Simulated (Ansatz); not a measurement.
The calculation's input:

```
crystal:
  periodic: [false, false, false]
  atoms:
    - {symbol: B, position_ang: [0.145953, -0.776405, 0.310121]}
    - {symbol: Si, position_ang: [-0.092839, 1.092539, -0.069055]}
    - {symbol: H, position_ang: [-0.676306, -1.360811, 0.949078]}
    - {symbol: H, position_ang: [1.115569, -1.343100, -0.095668]}
    - {symbol: H, position_ang: [0.855064, 1.925591, -0.850045]}
    - {symbol: H, position_ang: [-1.250747, 1.906256, 0.377667]}
basis:
  gaussian: {orbitals: def2-TZVPP}
magnetization: {spin_polarized: true, initial_magnetization: 1}
hamiltonian: {xc: pbe0, dispersion: d4}
output: {orbitals: {seedname: orbitals}}
```

Launched as:

```sh
ansatz run in.yaml --threads 2 --pin off --events-out ev --progress --plain --max-ram 4352MiB
```

Geometry: PBE0-D4/def2-TZVP.

All numbers below come from Ansatz 0.2.0, UKS PBE0-D4/def2-TZVPP.

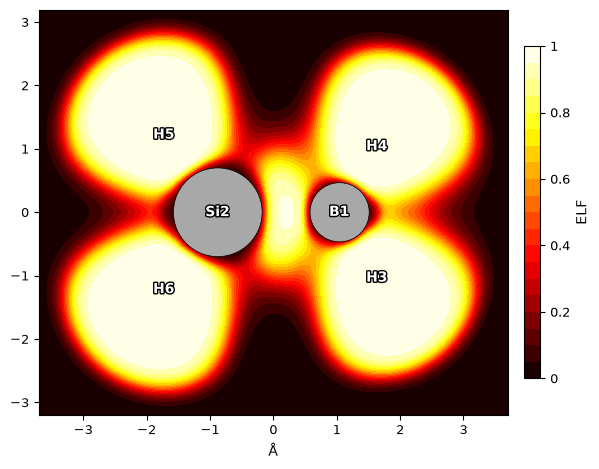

BH4Si (doublet). Electron localisation function on the molecular plane. Grey discs cover the atomic cores.

**Read the bonding off the picture.**

The section cuts through B, Si and H sites.
Si–B (1.92 Å): the ELF peaks at about 0.95 between the atoms; a covalent bond.
B–H (1.19 Å): the ELF climbs to about 1 towards the hydrogen, as it does in any bond to H (an ordinary covalent bond to hydrogen).
Si–H (1.48 Å): the ELF climbs to about 1 towards the hydrogen.
